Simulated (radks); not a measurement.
The Kr⁺ ion; electrons: [Ar] 3d10 4s2 4p5 (high spin). Level of theory: non-relativistic Kohn-Sham, r2SCAN, spin-polarised, spherical densities, point nucleus. Computed with the in-house radial solver radks.

Wanted: the number of electrons inside radius r (solid) and the radial density 4πr²ρ (dashed).

The count levels off at 35 electrons. Half of them lie within 0.464 bohr, 90 % within 1.67 bohr and 99 % within 3.01 bohr. The radial density has minima at 0.0618 and 0.278 bohr, where the count stands at 2.1 and 11.1; these part the shells that the density resolves.

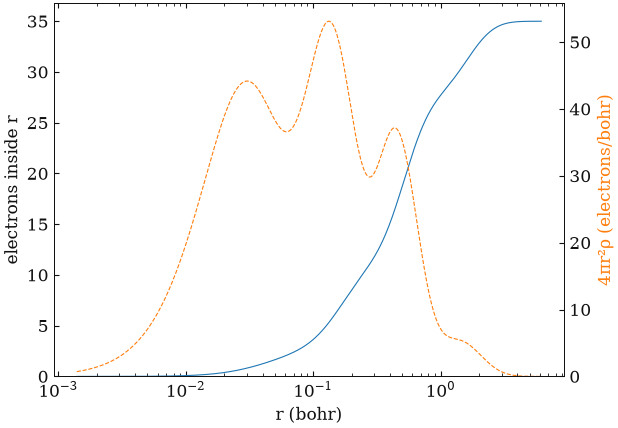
